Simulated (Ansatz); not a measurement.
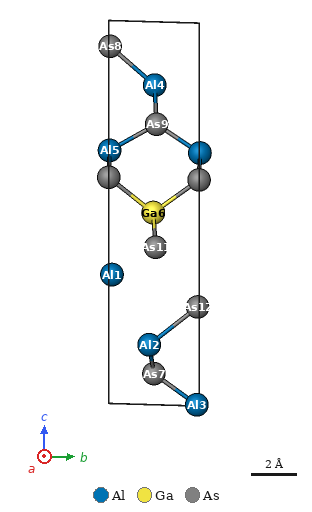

Solid Al5GaAs6 (a generated structure, set up in P1) (coarse preliminary run), before the relaxation. Style: ball-and-stick. Shown: the cell of the calculation, reduced to other axes, along the a axis. Lengths and directions refer to the drawn axes.

Theory: Ansatz, DFT PBE, scalar-relativistic, plane waves, PAW.

The input:
```yaml
crystal:
  lattice:
    - [4.0622559571, -0.0364825398, 0.0585722545]
    - [-0.0364825398, 4.0490800207, 0.0361690329]
    - [0.2482326788, 0.1532865008, 17.2207557102]
  atoms:
    - { symbol: Al, position: [0.0341033516, 0.0366837505, 0.6633241368] }
    - { symbol: Al, position: [0.4466304341, 0.4712492019, 0.8437150721] }
    - { symbol: Al, position: [-0.0260105038, 0.0092206472, -0.0032451343] }
    - { symbol: Al, position: [0.5073774119, 0.5004868555, 0.1655657077] }
    - { symbol: Al, position: [0.0077043205, 0.0409630014, 0.339227598] }
    - { symbol: Ga, position: [0.4913842807, 0.428555948, 0.4984247441] }
    - { symbol: As, position: [0.4983242324, 0.023456902, 0.9187805054] }
    - { symbol: As, position: [0.0134632783, 0.5184965949, 0.0673190848] }
    - { symbol: As, position: [0.5276846203, -0.0086967538, 0.2673933069] }
    - { symbol: As, position: [-0.0013048502, 0.5301399709, 0.4095511132] }
    - { symbol: As, position: [0.5175495861, -0.0441189601, 0.5886262272] }
    - { symbol: As, position: [-0.016906162, 0.4935628417, 0.7413176381] }
basis:
  ecutwfc: 420
kpoints:
  mp_grid: { grid: [4, 4, 1] }
hamiltonian:
  xc: pbe
scf:
  occupations: { method: gaussian, width: 0.1 }
  lower_state_search: "off"
output:
  forces: true
  stress: true
  eigenvalues: true
relax:
  adjacent_minimum: "off"
  f_tol: 0.025
  max_steps: 60
  cell: { stress_tol: 0.25 }
```

Launched with:
```bash
ansatz run input.yaml --threads 4 --pin off --max-ram 8192MiB --backend cpu --events-out ev --progress --plain --runs-dir out
```

Q: What does the optimiser find from here?

A: After 5 accepted moves (6 points after the start) the energy has fallen by 170 meV per atom. Largest force component: 3 eV/Å at the start, 0.0012 eV/Å at the end. The pressure goes from 1.49 to 0.00 GPa. At 1 point the geometry stayed and the basis and grid were re-selected for the new cell (energy shift of less than 0.05 meV per atom at most each time). The atom that moves furthest relative to the cell is As9 (0.32 Å along [1 −3 2]). By element the largest moves are As 0.32 Å, Al 0.30 Å, Ga 0.29 Å. Cell: a 4.049 → 4.075 Å (+0.6 %), b 4.063 → 4.075 Å (+0.3 %), c 17.223 → 17.016 Å (−1.2 %), α 91.6° → 90.0°, β 91.0° → 90.0°, γ 91.0° → 90.0°. Volume −0.2 %. Among the contacts that change: Al2–As12 2.763 → 2.482 Å, Al2–As7 2.225 → 2.482 Å, Al4–As9 2.687 → 2.482 Å, Al4–As8 2.663 → 2.482 Å. Bond angles that change, for instance: As10–Ga6–As11 123.3° → 109.3°, As11–Al1–As12 96.1° → 108.9°, Al2–As12–Al2 98.0° → 110.4°. The space group (tolerance 0.01 Å) goes from P1 (No. 1) to P-4m2 (No. 115). Cost: 43 s on 4 threads of Intel(R) Xeon(R) Platinum 8259CL CPU @ 2.50GHz (Skylake/Cascade Lake), on a shared host, peak memory 0.89 GiB.

Step by step:

```
step  E − E(0), meV/atom  largest force component, eV/Å  pressure, GPa  volume, Å³/atom                      note
   0                0.00                         2.9612           1.49           23.596                          
   1             -137.66                         1.0395           0.71           23.323                          
   2             -165.57                         0.2995           0.36           23.431                          
   3             -169.49                         0.1037          -0.07           23.574                          
   4             -169.77                         0.0258          -0.04           23.562                          
   5             -169.80                         0.0012           0.00           23.549                          
   6             -169.82                         0.0012           0.00           23.549  same geometry, new basis
```

The structure at the end:

```
Al Ga As
1.0
     4.07523   -0.00029   -0.00028
    -0.00029    4.07527   -0.00015
     0.00248    0.00164   17.01577
Al Ga As
5 1 6
Direct
  0.99996 0.00008 0.66693
  0.49999 0.49993 0.83344
  0.99997 0.00008 0.00000
  0.50008 0.49998 0.16656
  0.00000 0.00008 0.33307
  0.49995 0.49990 0.50000
  0.49999 0.99992 0.91674
  0.00008 0.50005 0.08326
  0.50003 0.99998 0.24983
  0.99997 0.50005 0.41589
  0.49998 0.99991 0.58411
  0.00001 0.50004 0.75017
```

The end point in the same view:

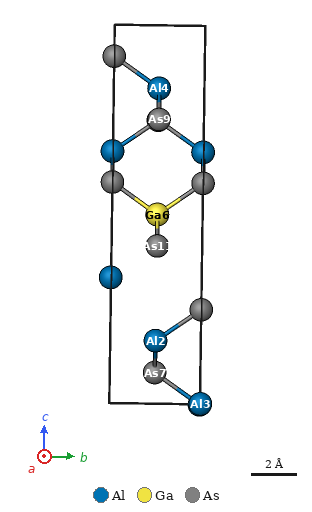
